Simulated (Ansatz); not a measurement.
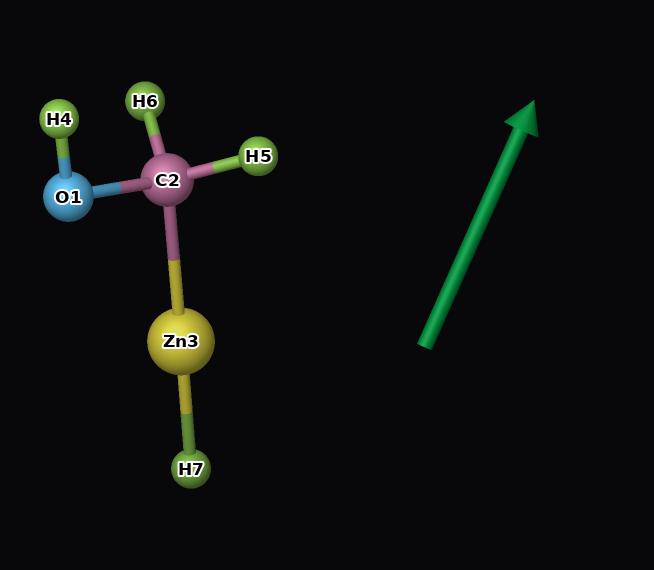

The arrow beside the molecule shows the direction of the dipole moment, from the negative to the positive end (its length means nothing). The geometry was computed by an optimisation with PBE0-D4/def2-TZVP. No frequency run is at hand to confirm it as a minimum. Method: RKS PBE0-D4/def2-TZVP (Ansatz 0.2.0).

### How large is the dipole moment?

1.83 D; it points from the side of H7 to the side of H5, H6 (the outermost atoms at the two ends).
